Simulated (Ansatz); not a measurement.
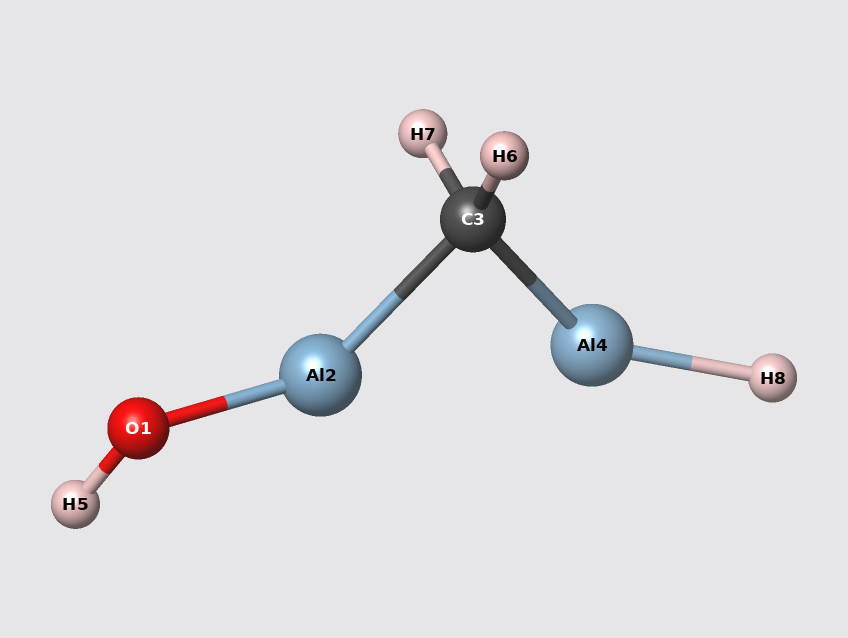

Numbered structure. Computed geometry: PBE0-D4/def2-TZVP optimisation. No frequency run is at hand to confirm it as a minimum.

Give the bond lengths.

```
  bond  length (Å)
O1–Al2       1.695
 O1–H5       0.956
Al2–C3       1.952
C3–Al4       1.965
 C3–H6       1.091
 C3–H7       1.122
Al4–H8       1.595
```
